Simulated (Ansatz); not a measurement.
# BFH₂···H₂: what the fields show

```yaml
atoms:
  - { symbol: B, position_ang: [-0.0096, 0.4590, 0.0244] }
  - { symbol: F, position_ang: [-0.0211, 0.9504, 1.2494] }
  - { symbol: H, position_ang: [1.0616, 0.2897, -0.5056] }
  - { symbol: H, position_ang: [-1.0715, 0.2223, -0.4985] }
  - { symbol: H, position_ang: [0.0778, -2.3722, 0.6470] }
  - { symbol: H, position_ang: [0.0742, -2.0749, 1.3474] }
```

The calculation used RKS B3LYP-D4/def2-SVP in Ansatz.

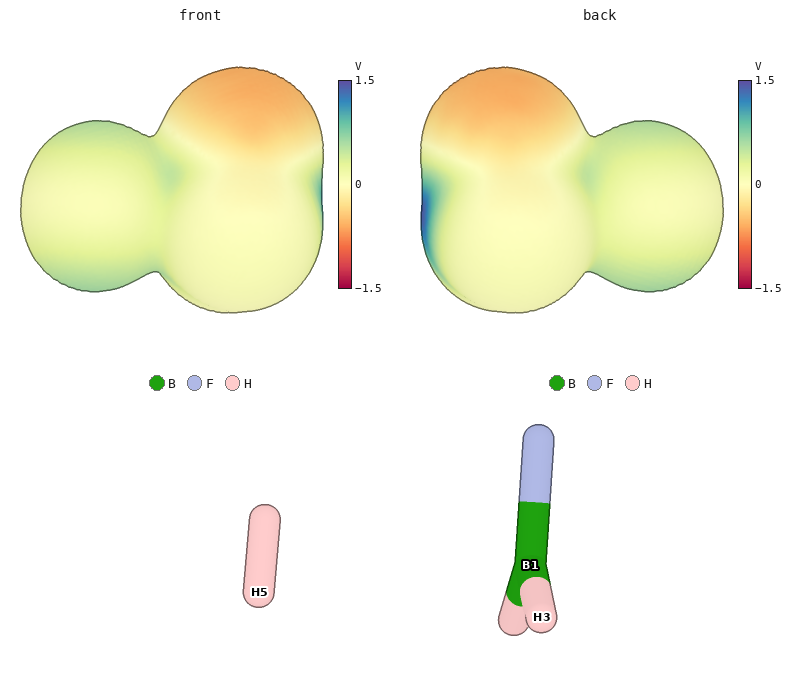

Figure 1. The electrostatic potential painted on the density surface at 0.001 e/bohr³, seen from the front and from behind; the colour scale runs from red (negative) to blue (positive). The bare structure is drawn below in the same view.

### Describe the electrostatic potential map.

The most negative region (about −0.6 V, or −14 kcal/mol for a unit charge) lies over F2, the most positive (about +1.3 V, or +30 kcal/mol for a unit charge) over B1.

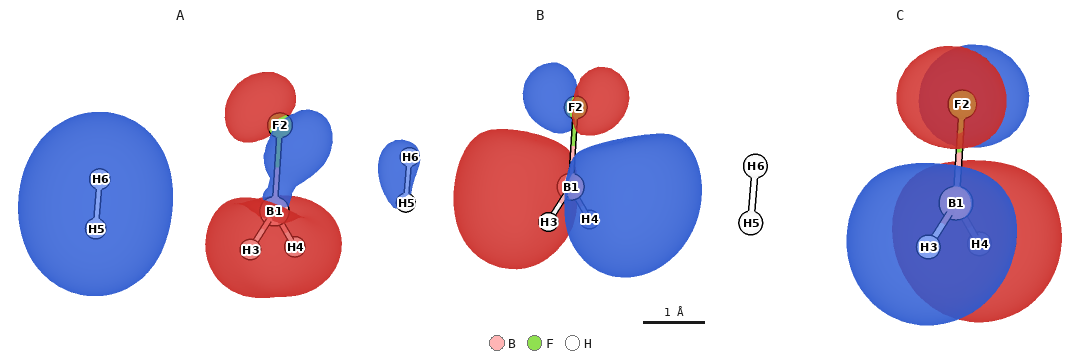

Figure 2. Three frontier orbitals at ±0.1 Å⁻³ᐟ² (blue and red are the two phases), in no order.

### Which picture is the HOMO−1, the HOMO and the LUMO?

A is the HOMO−1 (−11.74 eV). Its weight (Hirshfeld) is mainly on H5 (about 35 %), H6 (about 35 %), B1 (about 10 %) and F2 (about 5 %). C is the HOMO (−8.93 eV). By Hirshfeld shares it lies mainly on B1 (about 30 %), F2 (about 25 %), H3 (about 25 %) and H4 (about 25 %). B is the LUMO (−1.08 eV). By Hirshfeld shares it lies mainly on B1 (about 65 %), F2 (about 15 %), H3 (about 10 %) and H4 (about 10 %).

### What is the HOMO–LUMO gap?

7.85 eV between the orbital energies.

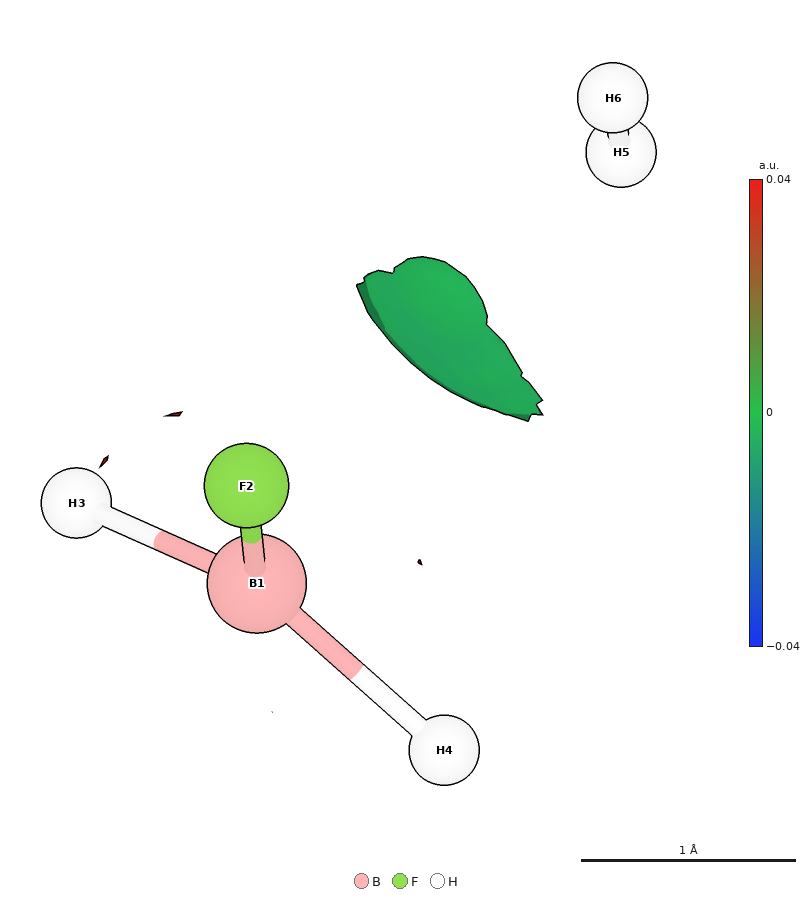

Figure 3. Non-covalent interaction (NCI) plot: the surface where the reduced density gradient is 0.6, for densities under 0.05 a.u., coloured by sign(λ₂)ρ; seen at an oblique angle.

### Which non-covalent interactions does the plot reveal?

Between H5 on one side and B1 on the other: a weak contact (green).
